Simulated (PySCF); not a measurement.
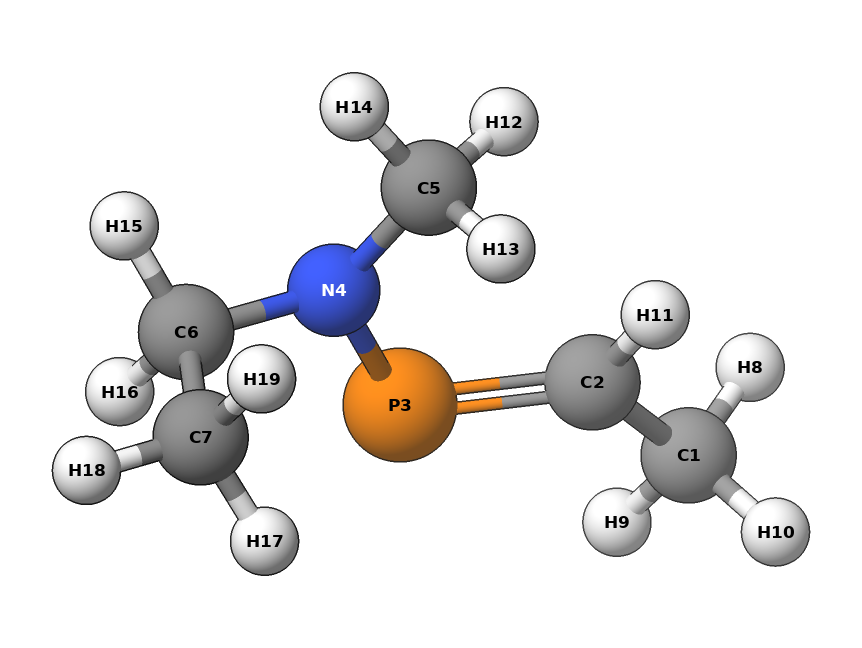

Computed geometry: GFN2-xTB optimisation. No frequency run is at hand to confirm it as a minimum. Electric field gradients from the ground-state density, PBE0/pcSseg-1 (PySCF 2.14.0), non-relativistic apart from any core potentials.

Give the largest field-gradient component, the quadrupole coupling constant and the asymmetry for 14N at N4 (Q = 20.44 mb), 2H at H8 (Q = 2.86 mb), 2H at H9 (Q = 2.86 mb), 2H at H10 (Q = 2.86 mb), 2H at H11 (Q = 2.86 mb).

| atom | V_zz (a.u.) | e²qQ/h (MHz) | η |
| --- | --- | --- | --- |
| N4 | −1.092 | −5.24 | 0.16 |
| H8 | 0.308 | 0.207 | 0.02 |
| H9 | 0.313 | 0.210 | 0.04 |
| H10 | 0.308 | 0.207 | 0.02 |
| H11 | 0.336 | 0.226 | 0.08 |

The geometry is semi-empirical. Around P such bond lengths and angles can be off by a tenth of an ångström or more and by several degrees, and values that hang on the shape move with them.
